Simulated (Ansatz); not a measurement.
Input

```
crystal:
  periodic: [false, false, false]
  atoms:
    - {symbol: Al, position_ang: [-0.582273, -0.349618, 0.887118]}
    - {symbol: O, position_ang: [1.150883, -0.615629, 0.190466]}
    - {symbol: O, position_ang: [-1.029988, 0.896308, -0.251704]}
    - {symbol: O, position_ang: [-1.227123, -1.919156, 0.671514]}
    - {symbol: H, position_ang: [1.631433, 1.943896, -1.524612]}
    - {symbol: F, position_ang: [-0.448688, 0.191835, 2.452710]}
    - {symbol: H, position_ang: [1.346452, 0.028646, -0.577108]}
    - {symbol: O, position_ang: [1.150785, 1.120851, -1.638110]}
    - {symbol: H, position_ang: [1.265606, -1.524205, -0.106780]}
    - {symbol: H, position_ang: [-1.863545, 1.358347, -0.193506]}
    - {symbol: H, position_ang: [-1.620087, -2.402883, 1.394347]}
    - {symbol: H, position_ang: [0.226646, 1.271608, -1.304335]}
basis:
  gaussian: {orbitals: def2-TZVPP}
hamiltonian: {xc: pbe0, dispersion: d4}
output: {orbitals: {seedname: orbitals}}
```

Launched as:

```sh
ansatz run in.yaml --threads 8 --pin off --events-out ev --progress --plain --max-ram 19148MiB
```

The product side of a reaction path; geometry: PBE0-D4/def2-TZVP; a saddle point, not a minimum.

Method: Ansatz, RKS PBE0-D4/def2-TZVPP.

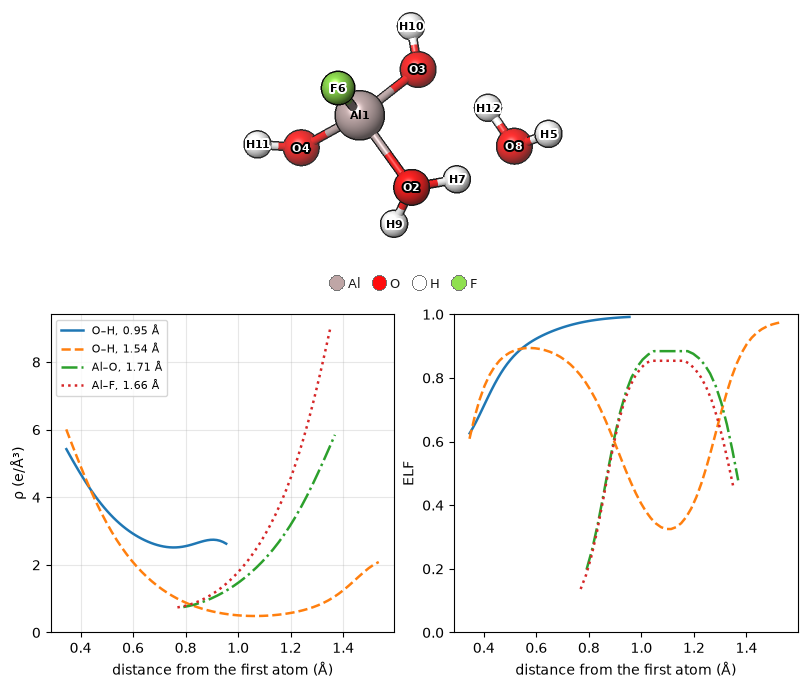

AlFH₄O₃···H₂O. Total electron density and electron localisation function along straight lines between neighbouring atoms. The curves leave out the atomic cores. The structure is drawn too.

What can be read from the curves?

O–H (0.95 Å): ρ is about 3.8 e/Å³ halfway; the ELF climbs to about 1 towards the hydrogen, as it does in any bond to H: an ordinary covalent bond to hydrogen.
O8···H7 (1.54 Å): the density falls to about 0.49 e/Å³ on the way; the ELF dips to about 0.35 between them (a closed-shell contact with the geometry of a hydrogen bond).
Al–O (1.71 Å): the density is about 0.88 e/Å³ at the midpoint; the ELF peaks at about 0.90 in the valence shell of O, 0.7 Å from its nucleus, and is about 0.45 at the midpoint.
Al–F (1.66 Å): the density is about 0.87 e/Å³ at the midpoint; the ELF peaks at about 0.85 in the valence shell of F, 0.6 Å from its nucleus, and is about 0.30 at the midpoint.
